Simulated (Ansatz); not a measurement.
BH (borane(1))

```xyz
2

B     0.0000    0.0000    0.0000
H     0.0000    0.0000    1.2324
```

Geometry: measured bond length.

All numbers below come from isolated molecule in a Gaussian basis; Hartree-Fock in Ansatz 0.2.0.

What can the converged electron density and electron localisation function tell about the bonding?

B–H (1.23 Å): ρ at the midpoint is about 1.2 e/Å³; the ELF peaks at about 1 between the atoms; an ordinary covalent bond to hydrogen.

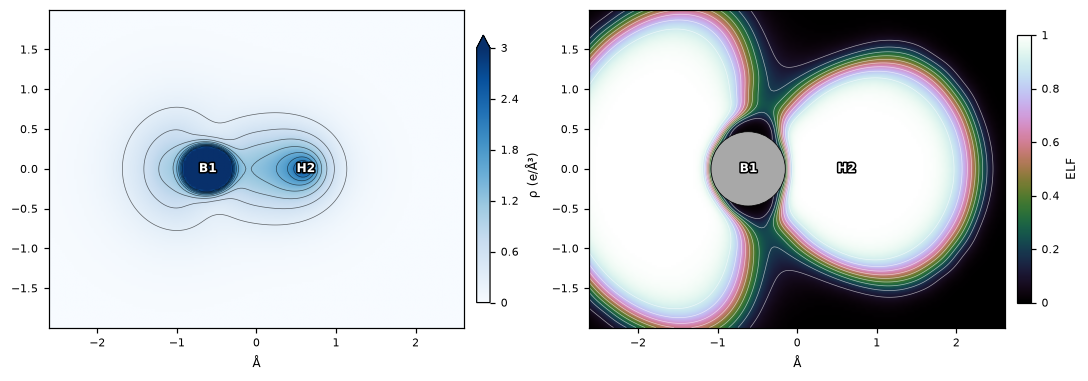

Computed electron density and electron localisation function on a plane that holds the molecular axis, in this order. Grey discs cover the atomic cores in the ELF map. 
